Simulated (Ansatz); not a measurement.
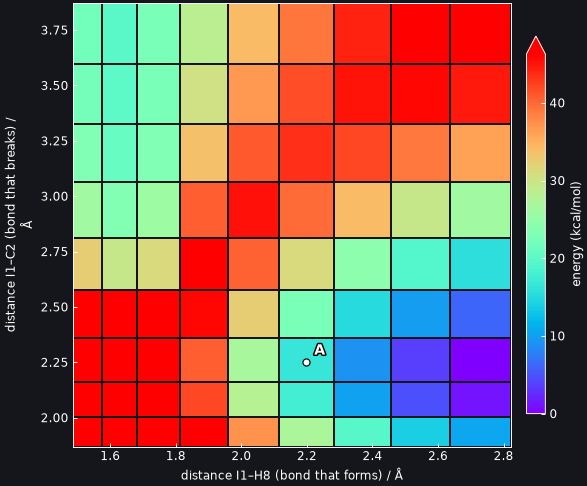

The reacting system C₂H₄FI (fragments C₂H₄FI where the first distance is long, HI + C₂H₃F where the second is long). First axis: distance I1–H8 (bond that forms). Second axis: distance I1–C2 (bond that breaks). Relaxed at each point: all other coordinates. The scan uses a 9 × 9 grid. Points are written as (first, second). Energies are in kcal/mol, from the lowest grid point. Energies and slopes of some neighbouring points disagree (a jump in structure or state, or too coarse a mesh). The reference is spin-restricted, so regions where a bond is pulled apart into radicals lie too high. Level of theory: RKS PBE0-D4/def2-SVP (Ansatz).

The picture shows one coloured cell a grid point, one colour for all values above the top of the scale, the point A.

**Is A at rest? If not, where is it pushed?**

A, at (2.197 Å, 2.253 Å), is not a stationary point. The computed force is 53 kcal/mol for each Å towards larger values of the first coordinate and 15 kcal/mol for each Å towards smaller values of the second coordinate.
